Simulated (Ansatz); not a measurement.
MoS2 (2H-MoS2 type, space group P6_3/mmc)

```cif
data_Mo2S4
_chemical_formula_sum 'Mo2 S4'
_space_group_name_H-M_alt 'P63/mmc'
_space_group_IT_number 194
_space_group_name_Hall '-P 6c 2c'
_cell_length_a 3.17320
_cell_length_b 3.17320
_cell_length_c 12.43700
_cell_angle_alpha 90.000
_cell_angle_beta 90.000
_cell_angle_gamma 120.000
loop_
_atom_site_label
_atom_site_type_symbol
_atom_site_symmetry_multiplicity
_atom_site_Wyckoff_symbol
_atom_site_fract_x
_atom_site_fract_y
_atom_site_fract_z
_atom_site_occupancy
Mo1 Mo 2 c 0.33333 0.66667 0.25000 1
S1 S 4 f 0.66667 0.33333 0.12490 1
```

Equation-of-state scan: isotropic scaling of the cell above, V₀ being its volume. The atoms relax within the cell's symmetry.

Calculation: r2SCAN+rVV10 (plane waves to 500 eV, PAW, scalar-relativistic; Ansatz, a first-principles code). k mesh 12×12×3 (Γ-centred), Fermi-Dirac smearing 0.05 eV. The energy includes the smearing's −TS. With the shape held, the modulus is that of even scaling; a crystal free to change shape is softer. MoS2 is run without spin polarisation. MoS2 was relaxed with its symmetry unable to fall. The PAW data are Ansatz's earlier set. ΔE is measured from the relaxed starting cell.

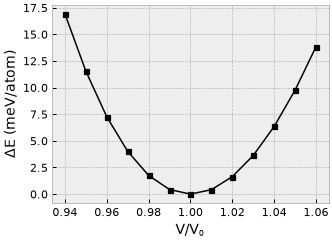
*ΔE (meV/atom) against V/V₀; one marker a computed point.*

Task: What bulk modulus at fixed cell shape B₀ follows from a third-order Birch-Murnaghan fit?

Result: About 75 GPa.

Task: What is ΔE at V/V₀ = 0.940?

Result: About 17 meV/atom.

Task: What is ΔE at V/V₀ = 1.060?

Result: About 14 meV/atom.

(Under strain, the slope of the energy per volume gives the stress and its curvature an elastic modulus.)
